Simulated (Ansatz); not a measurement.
## BiN (model cell, started as zinc blende): from the cell to its phonons

The cell of BiN (model cell, started as zinc blende) is at rest. What are its phonons? After the zone centre comes a 4×4×4 q mesh on a 16×16×16 k mesh.

Main program and level: Ansatz 0.2.0; DFT PBEsol, scalar-relativistic, plane waves, PAW.

The structure was built from a prototype and need not be the compound's stable phase.

### Step 1. Set-up

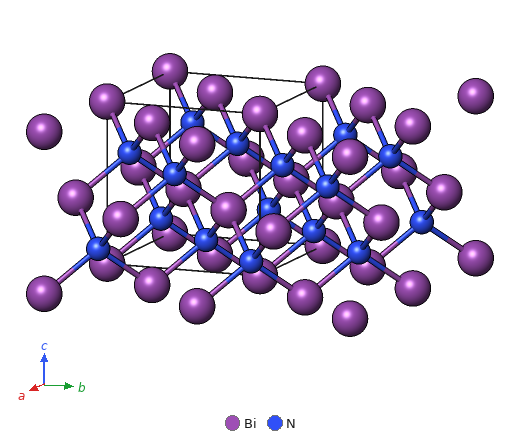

The starting structure, seen slightly off an axis (bismuth purple, nitrogen blue). 2×2×1 cells are drawn. This picture shows the conventional cell, with its axes. Bonds to atoms that aren't drawn are left out. Some periodic images of atoms are drawn too.

### Step 2. Modes at Γ

The cell comes from relaxations at this level that are not shown. The zone centre comes first: it holds the modes that light can see, as far as symmetry allows. No field response is asked, since the mesh shows no gap.

Contents of input.yaml:

```yaml
crystal:
  lattice:
    - [0.0, 2.7401716009, 2.7401716009]
    - [2.7401716009, 0.0, 2.7401716009]
    - [2.7401716009, 2.7401716009, 0.0]
  atoms:
    - { symbol: Bi, position: [0.0, 0.0, 0.0] }
    - { symbol: "N", position: [0.25, 0.25, 0.25] }
kpoints:
  mp_grid: { grid: [16, 16, 16] }
hamiltonian:
  xc: pbesol
scf:
  occupations: { method: methfessel_paxton, width: 0.2 }
output:
  eigenvalues: true
phonons:
  method: dfpt
```

Launch:

```console
> ansatz run input.yaml --threads 4 --pin off --max-ram 7168MiB --backend cpu --events-out ev --progress --plain --runs-dir out
```

Numbers of over 12 decimals in the logs are rounded to 6 here.

Log:

```text
zone centre: on kpoints.mp_grid the ground state, and the responses unless they are solved on pairs of k-points, stand on 349 of the mesh's 4096 k-points, reduced under 8 symmetry operations, with k and −k counted as one. Each operation leaves every solved displacement unchanged or reverses it
Engine: ansatz 0.2.0, aarch64-unknown-linux-gnu
Pseudopotentials: kind: paw
Pseudopotential: Bi, paw, valence charge 15, recommended cutoff 420 eV (normal), Bi.paw.azcp
Pseudopotential: N, paw, valence charge 5, recommended cutoff 420 eV (normal), N.paw.azcp
Functional definition: PBEsol
  exchange = pbesol_x
  correlation = pbesol_c
Crystal: 2 atoms, lattice volume = 41.149 Å³
Basis set: ecut = 420 eV, 821 PW (Γ), exchange–correlation on 54×54×54 points (8 copies of the dense FFT grid, shifted against one another)
Bands: 14, of which v1, the nominal top of the filled ones, is band 10 counted from 1 (9 counted from 0)
Symmetry: 24 space group operations
k-points: 349 of 4096 (irreducible under 8 space group operations, time reversal used)
Non-local potential: Bi, projectors of the file, l = 0: 2, l = 1: 2, l = 2: 2, l = 3: 2
Non-local potential: N, projectors of the file, l = 0: 2, l = 1: 2, l = 2: 1
PAW form: soft (Blöchl's): semilocal exchange-correlation on the pseudo side does not see the compensation charge
PAW frozen core: Bi, regenerated for the run's functional, and the local potential with it (the file was generated under x = pbe(κ = 0.804, μ = 0.219515), c = pbe(β = 0.066725))
PAW frozen core: N, regenerated for the run's functional, and the local potential with it (the file was generated under x = pbe(κ = 0.804, μ = 0.219515), c = pbe(β = 0.066725))
PAW one-centre angular grid: Bi, 590 points (default); XC on 64 Gauss nodes
PAW one-centre angular grid: N, 110 points (default); XC on 64 Gauss nodes
Initial density: superposition of atomic densities (neutral atoms: chi_scale 0, normalization atom), corrected by the library's trained network
Initial wavefunctions: pseudopotential atomic-orbital guess
Functional: x = pbesol(κ = 0.804, μ = 0.123457), c = pbesol(β = 0.046)
SCF iter   1: F=—  HF=-12618.913859 eV  |F-HF|=—  |Δ(HF+E_count)|=         —  Δρ=1.81e-2  dr2=1.86e-1  ethr=1.77e-3  ⟨swp⟩=5.0  Hψ=22939  notcnv=0
preconditioner: auto → LDOS  [metal: Δε(μ)=0.054 eV  Ē_g=19.056 eV  σ=0.200 eV  W_gap=0.22  n_scr=14 (ndim 8)  ℏωp=25.9 eV  f_vac=0.018  D(μ)=0.93/eV (n_scr^D=8)  β→1.0]
SCF iter   2: F=—  HF=-12618.883968 eV  |F-HF|=—  |Δ(HF+E_count)|=   2.99e-2  S|Δr|=    0.00e0  Δρ=6.33e-3  dr2=1.54e-2  ethr=9.28e-4  ⟨swp⟩=2.0  Hψ=8720  notcnv=0
preconditioner: auto → Kerker (q_TF=auto, 2.419 Å⁻¹)  [metal: Δε(μ)=0.001 eV  Ē_g=19.061 eV  σ=0.200 eV  W_gap=0.00  n_scr=14 (ndim 8)  ℏωp=25.9 eV  f_vac=0.012  D(μ)=0.79/eV (n_scr^D=0)  β→0.5]
SCF iter   3: F=—  HF=-12618.881179 eV  |F-HF|=—  |Δ(HF+E_count)|=   2.79e-3  S|Δr|=    0.00e0  Δρ=9.11e-4  dr2=1.59e-4  ethr=7.70e-5  ⟨swp⟩=2.1  Hψ=5861  notcnv=0
SCF iter   4: F=—  HF=-12618.881254 eV  |F-HF|=—  |Δ(HF+E_count)|=   7.49e-5  S|Δr|=    0.00e0  Δρ=2.51e-4  dr2=4.22e-5  ethr=7.93e-7  ⟨swp⟩=2.0  Hψ=6450  notcnv=0
SCF iter   5: F=—  HF=-12618.881259 eV  |F-HF|=—  |Δ(HF+E_count)|=   4.89e-6  S|Δr|=    0.00e0  Δρ=7.87e-5  dr2=4.48e-6  ethr=2.11e-7  ⟨swp⟩=2.0  Hψ=6231  notcnv=0
SCF iter   6: F=—  HF=-12618.881269 eV  |F-HF|=—  |Δ(HF+E_count)|=   9.44e-6  S|Δr|=    0.00e0  Δρ=2.71e-5  dr2=4.99e-7  ethr=2.24e-8  ⟨swp⟩=2.1  Hψ=6125  notcnv=0
SCF iter   7: F=—  HF=-12618.881265 eV  |F-HF|=—  |Δ(HF+E_count)|=   3.99e-6  S|Δr|=    0.00e0  Δρ=3.34e-6  dr2=2.61e-9  ethr=2.50e-9  ⟨swp⟩=2.8  Hψ=8587  notcnv=0
SCF iter   8: F=—  HF=-12618.881265 eV  |F-HF|=—  |Δ(HF+E_count)|=   1.64e-9  S|Δr|=    0.00e0  Δρ=1.18e-6  dr2=6.35e-10  ethr=1.30e-11  ⟨swp⟩=2.1  Hψ=6890  notcnv=0
SCF iter   9: F=-12618.881265 eV  HF=-12618.881265 eV  |F-HF|=1.27e-11  |Δ(HF+E_count)|=  9.64e-11  S|Δr|=    0.00e0  Δρ=1.14e-7  dr2=5.77e-12  ethr=1.00e-12  ⟨swp⟩=5.0  Hψ=26539  notcnv=0
SCF 1 converged in 9 iterations: F = -12618.881265 eV  dr2 = 5.77e-12
  greatest PAW one-centre occupation: 0.989 electrons in one spin orbital (limit 2), on the Bi atom at site 0 (counted from 0), in its partial waves of l = 2
DFPT response loops at Γ: preconditioner auto → Kerker (q_TF=auto, 2.419 Å⁻¹) (partly filled bands, converged f_vac=0.011); β = 1.00, the filter's whole step (`scf.mixing.beta` (0.50) is not read by the response loops under this deck's `scf.mixing.preconditioner`; to damp them name `kerker` or `kerker_dos`, under which they read `scf.mixing.beta`, and type it under 1.00, their step now; both keys bind the ground state too); Broyden in place of MSR1
SCF converged after 9 iterations
Stability not checked: this state was not tested for a lower state beside it, because cold or Methfessel-Paxton smearing, or corrected tetrahedra, fill the levels in a way that the test cannot read (fill_not_monotonic; see scf.lower_state_search)
Free energy (F): -12618.881265 eV
Harris-Foulkes:  -12618.881265 eV  (|F-HF|=1.27e-11)
Internal energy: -12618.880265 eV  (E = F + TS)
E sigma→0 (E₀):  -12618.881015 eV
Entropy (-TS):   -0.000999 eV (-0.500 meV/atom)
Fermi energy:    9.981247 eV
--- Per-component energies (eV) ---
  E_band       = -95.856585
  E_kinetic    = 427.609639
  E_local      = -1697.342854  (includes V_loc(G=0)·N_el)
  E_nonlocal   = 611.029055
  E_hartree    = 543.852201
  E_xc         = -209.300983
  E_vxc        = -219.320100  (∫ρ·V_xc dr)
  E_paw        = -10630.967595  (= ΣΔE_a)
  E_vpaw       = -305.536327  (= ΣTr[D̂ρ^β])
  E_aug_tail   = -0.000384  (compensation charges beyond the density's cutoff)
  E_ewald      = -1663.877196
  E_core_change = 0.117851  (= ΣΔE_core)
  E_smearing   = -0.000999  (= −TS)
  E_closure    = 0.000000  (closes the sum)
  Σ components = -12618.881265   (vs F -12618.881265, Δ=0.00e0)
--- Band table (eV; the first three rows and the last of 349) ---
  k-point 0: bands = [... 6 lower, 2.9452, 7.8293, 7.8293, 7.8293, 13.0047, 13.0047, 13.0047, 16.2383]
  k-point 1: bands = [... 6 lower, 2.8401, 7.7891, 7.7891, 7.8242, 12.7679, 13.0553, 13.0553, 16.6457]
  k-point 2: bands = [... 6 lower, 2.5381, 7.6794, 7.6794, 7.7854, 12.3700, 13.1891, 13.1891, 17.4576]
  k-point 348: bands = [... 6 lower, -0.8705, 5.0451, 5.2476, 10.3284, 11.9228, 12.3407, 15.3723, 16.8137]
--- Phonons (Γ-DFPT): 2 representative perturbations + reference, on 349 of 4096 k-points (Σ response iterations 6) ---
  k mesh reduced under 8 symmetry operations, with k and −k counted as one. Each operation leaves every solved displacement unchanged or reverses it
  ASR residual: 6.498e-5 → 0.000e0 eV/Å²; symmetrization residual: 2.987e-7 eV/Å²
  ASR residual per site (eV/Å²): 8.47e-6 6.50e-5
  Γ frequencies (cm⁻¹): 0.00 0.00 0.00 309.70 309.70 309.70
  non-analytic LO–TO correction: not included (Born effective charges unavailable; polar crystals: no LO–TO splitting at Γ)
```

It took 19 s on 4 threads of Arm Neoverse V1, shared host; peak memory 0.87 GiB; 70 s of CPU time.

Reading the cycles: dr2 is the Hartree energy of the density residual (eV), the measure of convergence; HF is the Harris–Foulkes estimate of the energy, which meets the free energy F at convergence.

Numbers from this step:

* volume per atom: 20.57 Å³
* gap on the k-mesh: 0 eV
* sum-rule residual before enforcement: 6.50e-5 eV/Å²
* point group: -43m
* highest optical mode at the zone centre (no LO-TO term): 309.7 cm⁻¹
* lowest optical zone-centre mode: 309.7 cm⁻¹

Patterns of degenerate modes are one choice out of their space. The modes at Γ (shares of kinetic energy by element, %):

```csv
mode,frequency (cm⁻¹),symmetry,Bi %,N %
1,0.0,acoustic,94,6
2,0.0,acoustic,94,6
3,0.0,acoustic,94,6
4,309.7,T2,6,94
5,309.7,T2,6,94
6,309.7,T2,6,94
```

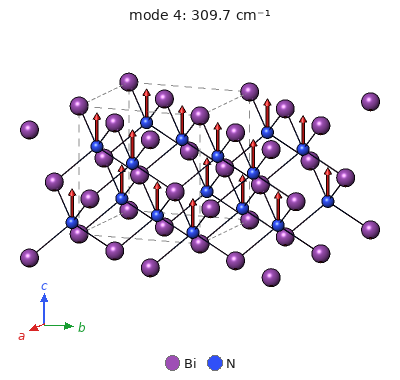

Displacement patterns of mode 4 at Γ; arrows are exaggerated. Bonds to atoms that aren't drawn are left out. 2×2×1 conventional cells are drawn. Some periodic images of atoms are drawn too.

Before it was imposed, the acoustic sum rule was missed by 6.5e-5 eV/Å². Small misses are needed for a sound result but don't prove that mesh and cutoff are converged. The lowest optical mode is real, 310 cm⁻¹.

### Step 3. Response at finite wavevector

Stability and thermal properties need the whole zone. Linear response on a 4×4×4 q mesh gives force constants as far as a supercell of that size would.

Edit input.yaml of step 2 so:

```diff
@@ -18 +18,8 @@
   method: dfpt
+  qmesh: [4, 4, 4]
+  temperatures: { t_max: 1000, t_step: 50 }
+  qpath:
+    path:
+      - [[0.0, 0.0, 0.0], [-0.5, -0.5, 0.0], [-0.375, -0.375, 0.25]]
+      - [[-0.375, 0.0, 0.375], [0.0, 0.0, 0.0], [0.0, 0.0, 0.5], [-0.5, -0.25, 0.25], [-0.5, -0.5, 0.0]]
+    npoints: 10
```

Log:

```text
Warning: phonons: the dynamical matrix that this run interpolates holds no multipole term above the dipole-dipole one, and a site of this crystal is no centre of inversion, so its interpolated transverse optical and acoustic branches and sound speeds can stay off near Gamma, and the density of states and the thermodynamics with them. What a run solves at a wave vector of phonons.qpoints, Gamma apart, where the deck admits one, is free of this, and under fd what a larger phonons.supercell samples
[...]
Crystal: 2 atoms, lattice volume = 41.149 Å³
Basis set: ecut = 420 eV, 821 PW (Γ), exchange–correlation on 54×54×54 points (8 copies of the dense FFT grid, shifted against one another)
Bands: 14, of which v1, the nominal top of the filled ones, is band 10 counted from 1 (9 counted from 0)
Symmetry: 24 space group operations
k-points: 145 of 4096 (time reversal used)
[...]
SCF iter   1: F=—  HF=-12618.913948 eV  |F-HF|=—  |Δ(HF+E_count)|=         —  Δρ=1.81e-2  dr2=1.86e-1  ethr=1.77e-3  ⟨swp⟩=5.0  Hψ=9508  notcnv=0
[...]
SCF iter   9: F=-12618.881265 eV  HF=-12618.881265 eV  |F-HF|=1.27e-11  |Δ(HF+E_count)|=  1.09e-10  S|Δr|=    0.00e0  Δρ=1.16e-7  dr2=6.05e-12  ethr=1.00e-12  ⟨swp⟩=5.0  Hψ=10951  notcnv=0
SCF 1 converged in 9 iterations: F = -12618.881265 eV  dr2 = 6.05e-12
[...]
iter 1 solved again at ethr=8.67e-7 eV; its pass at ethr=3.10e-3 eV (dr2=1.73e-4 eV) is discarded
SCF iter   1: F=—  HF=-12618.881265 eV  |F-HF|=—  |Δ(HF+E_count)|=         —  Δρ=4.29e-6  dr2=3.82e-9  ethr=8.67e-7  ⟨swp⟩=3.2  Hψ=15337  notcnv=0
eigensolver tolerance schedule: the retry pair's looser diagonalisation over-reported the residual by 45450.04 of it (diagonalisation noise at an unbounded share of the residual, at the tolerance the schedule requests for it); recorded, not acted on — ethr = c·dr2/N_el stays at c = 1.0e-1
[...]
SCF iter   2: F=—  HF=-12618.881265 eV  |F-HF|=—  |Δ(HF+E_count)|=   5.77e-7  S|Δr|=    0.00e0  Δρ=2.63e-6  dr2=1.91e-9  ethr=1.91e-11  ⟨swp⟩=3.8  Hψ=5256  notcnv=0
[...]
SCF iter   7: F=-12618.881265 eV  HF=-12618.881265 eV  |F-HF|=9.09e-12  |Δ(HF+E_count)|=  9.09e-12  S|Δr|=    0.00e0  Δρ=8.91e-8  dr2=1.73e-12  ethr=1.00e-12  ⟨swp⟩=3.0  Hψ=4399  notcnv=0
SCF 2 converged in 7 iterations: F = -12618.881265 eV  dr2 = 1.73e-12
phonons: the bands overlap, so this run is a metal and interpolates without the dipole-dipole term. If the crystal is really an insulator or semiconductor, its LO-TO splitting is missing
NSCF: frozen V_eff on 145 k-points
[...]
DFPT response loops at q = (0, 0, 0) (fractional): preconditioner auto → Kerker (q_TF=auto, 2.419 Å⁻¹) (partly filled bands, converged f_vac=0.011); β = 1.00, the filter's whole step (`scf.mixing.beta` (0.50) is not read by the response loops under this deck's `scf.mixing.preconditioner`; to damp them name `kerker` or `kerker_dos`, under which they read `scf.mixing.beta`, and type it under 1.00, their step now; both keys bind the ground state too); Broyden in place of MSR1
[...]
SCF converged after 9 iterations
[...]
Free energy (F): -12618.881265 eV
[...]
Internal energy: -12618.880265 eV  (E = F + TS)
E sigma→0 (E₀):  -12618.881015 eV
Entropy (-TS):   -0.000999 eV (-0.500 meV/atom)
Fermi energy:    9.981247 eV
[...]
--- Band table (eV; the first three rows and the last of 145) ---
  k-point 0: bands = [... 6 lower, 2.9452, 7.8293, 7.8293, 7.8293, 13.0047, 13.0047, 13.0047, 16.2383]
  k-point 1: bands = [... 6 lower, 2.8401, 7.7891, 7.7891, 7.8242, 12.7679, 13.0553, 13.0553, 16.6457]
  k-point 2: bands = [... 6 lower, 2.5381, 7.6794, 7.6794, 7.7854, 12.3700, 13.1891, 13.1891, 17.4576]
  k-point 144: bands = [... 6 lower, -0.8705, 5.0451, 5.2476, 10.3284, 11.9228, 12.3407, 15.3723, 16.8137]
--- Phonons (Γ-DFPT): 2 representative perturbations + reference (Σ response iterations 6) ---
  ASR residual: 6.961e-5 → 0.000e0 eV/Å²; symmetrization residual: 6.999e-7 eV/Å²
  ASR residual per site (eV/Å²): 1.09e-5 6.96e-5
  Γ frequencies (cm⁻¹): 0.00 0.00 0.00 309.70 309.70 309.70
--- Phonons (arbitrary-q DFPT): 8 irreducible q on the 4×4×4 mesh ---
  q = [0.0000, 0.0000, 0.0000] (star 1, of the zone-centre solve; hermiticity 3.02e-7, symmetrization 1.25e-12): -0.00 0.00 0.00 309.70 309.70 309.70
  q = [0.0000, 0.0000, 0.2500] (star 8, 2 solved perturbations on 2176 of 4096 k-point pairs; hermiticity 2.86e-7, symmetrization 4.78e-13): -12.96 -12.96 62.11 248.86 292.08 292.08
[...]
q = [0.0000, 0.2500, 0.2500] (star 6, 4 solved perturbations in 3616 linear systems a pass and spin channel, the states on 1160 of 4096 k-point pairs; hermiticity 5.50e-7, symmetrization 2.46e-13): -72.69 -72.69 85.05 200.63 200.63 264.04
[...]
sum rule: each row above includes the acoustic sum rule's correction from the zone centre's row sums; it moved no ω² by more than (1.16 cm⁻¹)²
  mesh force constants: q→R imaginary residual 9.88e-19; ASR residual 6.961e-5 → 0.000e0 eV/Å²; symmetrization residual 1.776e-15 eV/Å²
  interpolated dispersion: 62 rows × 6 modes
  density of states and harmonic sums: on the 20×20×20 q-mesh, interpolated from the force constants of a 4×4×4 supercell (no non-analytic term)
  largest difference from the sums on the solved wave vectors: F 1.00e-1 eV, S 1.30e-4 and C_V 2.96e-5 eV/K
  zero-point energy: 0.051731 eV/cell   skipped modes (ω ≤ 0): 332, of them read as no rigid motion or as one in doubt: 329 (1.265e0 modes/cell left out, lowest -107.01 cm⁻¹)   left out of the sums: 2.11e-1 of the cell's modes: C_V's classical limit lies that fraction below 3 k_B per atom; for a crystal, a wire or a layer, F and S can be off by more, and a phonons.interpolated_qmesh denser along its periods is the remedy for the sampling
```

It took 8.8 min on 4 threads; peak memory 4.5 GiB; 34 min of CPU time.

Numbers from this step:

* sum-rule residual before enforcement: 6.96e-5 eV/Å²
* lowest frequency on the path: -107.0 cm⁻¹
* highest frequency on the path or at a solved wavevector: 310.1 cm⁻¹
* lowest mode on the q mesh (acoustic modes at Γ apart): -107.0 cm⁻¹

Frequencies (cm⁻¹) solved at each irreducible wavevector; negative means imaginary. Frequencies by wavevector, by row:

```csv
q in reciprocal lattice units,star,mode 1,mode 2,mode 3,mode 4,mode 5,mode 6
0 0 0,1,0,0,0,309.7,309.7,309.7
0 0 0.25,8,-13,-13,62.1,248.9,292.1,292.1
0 0 -0.5,4,33,33,123.5,289.1,289.1,301.5
0 0.25 0.25,6,-72.7,-72.7,85,200.6,200.6,264
0 0.25 -0.5,24,-30.1,-20.4,113.7,182.6,205.8,295.9
0 0.25 -0.25,12,-27.1,22.6,103.8,205.5,275.5,285.8
0 -0.5 -0.5,3,-107,-107,108.9,111,111,272.9
0.25 -0.5 -0.25,6,-80.1,51.5,114.5,138.2,153.4,251.5
```

(Part 1 of 2 ends here.)

[Logs are printed without paths, hosts, clocks, repeated set-up lines and the standing remarks that a program may print on its own settings, such as how far it seeks lower states.]

[Hosts, paths, dates, database ids (printed as entryN), source tags and the programs' standing remarks are cut or masked in the printed files.]
